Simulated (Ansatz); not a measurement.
## Electronic structure of CHClNSi (doublet) in real space

```yaml
atoms:
  - { symbol: N, position_ang: [-0.8133, -0.4626, -1.2450] }
  - { symbol: C, position_ang: [-0.7297, 0.6175, -0.6987] }
  - { symbol: Si, position_ang: [-0.1991, -0.9248, 0.5899] }
  - { symbol: Cl, position_ang: [1.8801, -0.9383, 0.1897] }
  - { symbol: H, position_ang: [-0.8464, 1.6974, -0.8611] }
```

The calculation used UKS PBE0/def2-SVP in Ansatz.

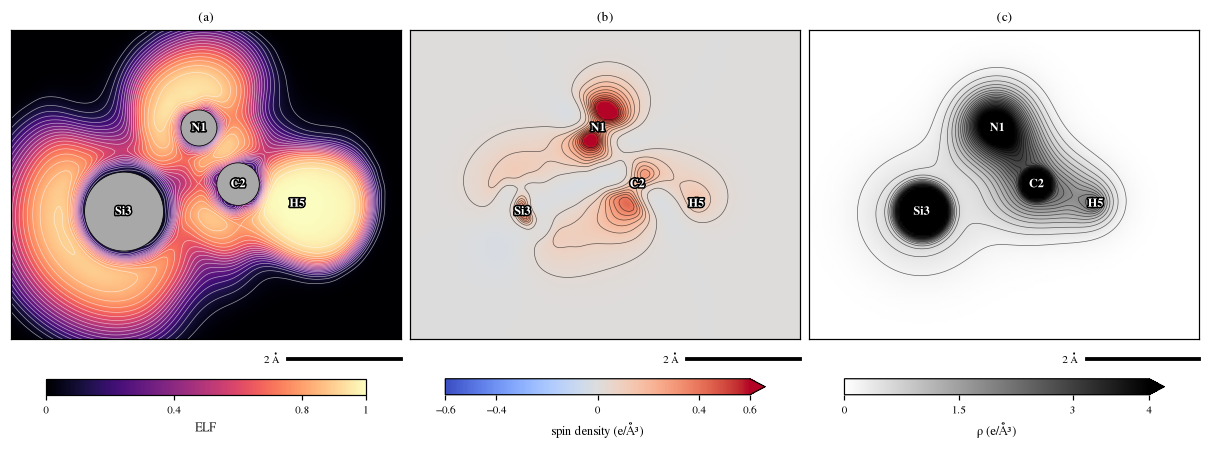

Figure 1. (a) ELF; (b) spin density (α minus β); (c) electron density on the plane of atoms N1, C2 and Si3. Grey discs cover the atomic cores in the ELF map.

What does the map show?

- The plane passes through N, C, Si and H nuclei.
- C–N (1.21 Å): ρ at the midpoint is about 3.2 e/Å³; the ELF peaks at about 0.90 between the atoms (a multiple bond).
- Si–N (1.99 Å): ρ is about 0.59 e/Å³ halfway, with its minimum of 0.48 e/Å³ about 0.8 Å from Si; the ELF peaks at about 0.75 in the valence shell of N, 0.7 Å from its nucleus, and is about 0.55 at the midpoint.
- C–Si (2.08 Å): ρ at the midpoint is about 0.56 e/Å³, with its minimum of 0.46 e/Å³ about 1.2 Å from C; the ELF peaks at about 0.75 between the atoms.
- C–H (1.10 Å): ρ is about 1.9 e/Å³ halfway; the ELF climbs to about 1 towards the hydrogen, as it does in any bond to H: an ordinary covalent bond to hydrogen.
- The ELF also peaks beside Si3 and N1, away from the bonds: non-bonding electrons, paired or unpaired.
- The unpaired spin (1 electron) lies mostly on N1 (about 0.3), Si3 (about 0.3) and C2 (about 0.3), in electrons by Hirshfeld's partition.

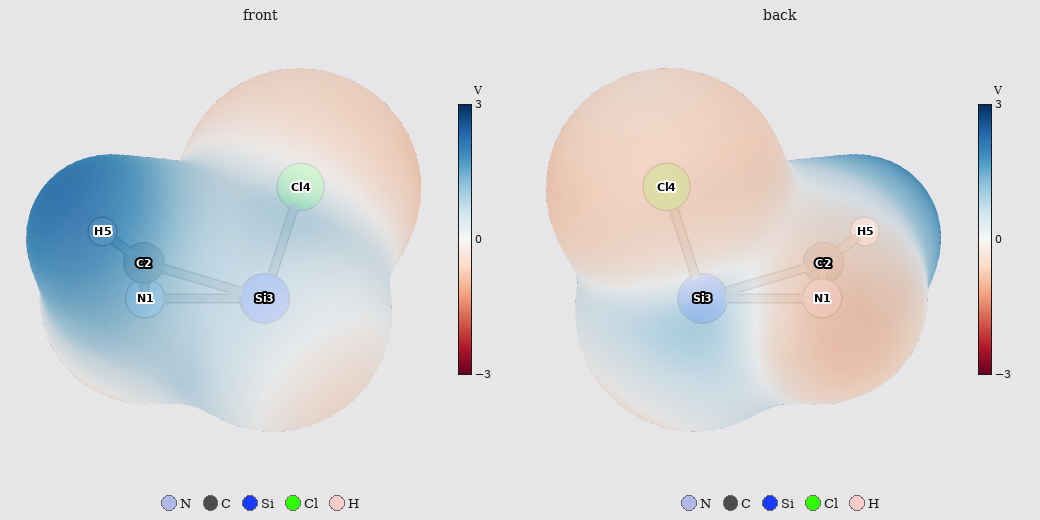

Figure 2. The molecular electrostatic potential painted on the density surface at 0.002 e/bohr³, seen from the front and from behind; red is negative and blue positive.

Where is the surface potential most negative and most positive?

The most negative region (about −0.8 V, or −18 kcal/mol for a unit charge) lies over N1, the most positive (about +2.2 V, or +51 kcal/mol for a unit charge) over H5.

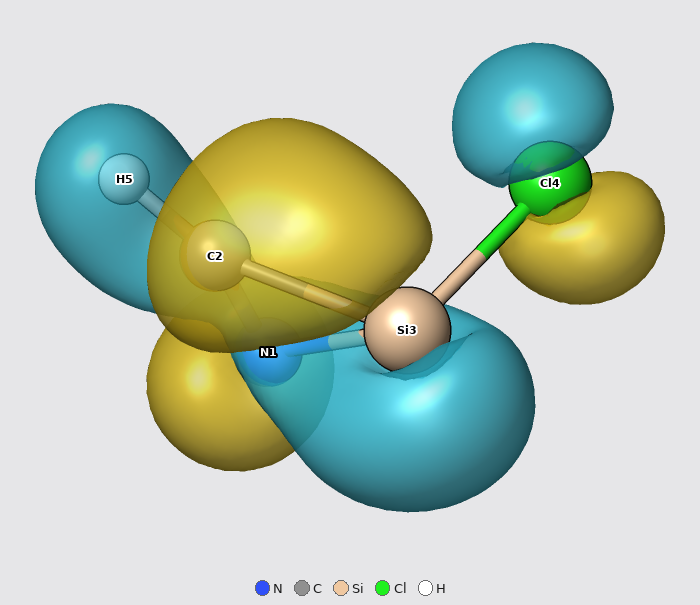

Figure 3. The HOMO (α) at ±0.1 Å⁻³ᐟ² (yellow and cyan are the two phases), seen across its widest extent.

What is the character of this orbital?

Its weight (Hirshfeld) is mainly on Si3 (about 30 %), C2 (about 25 %), N1 (about 25 %) and Cl4 (about 10 %). Its energy is −6.75 eV.
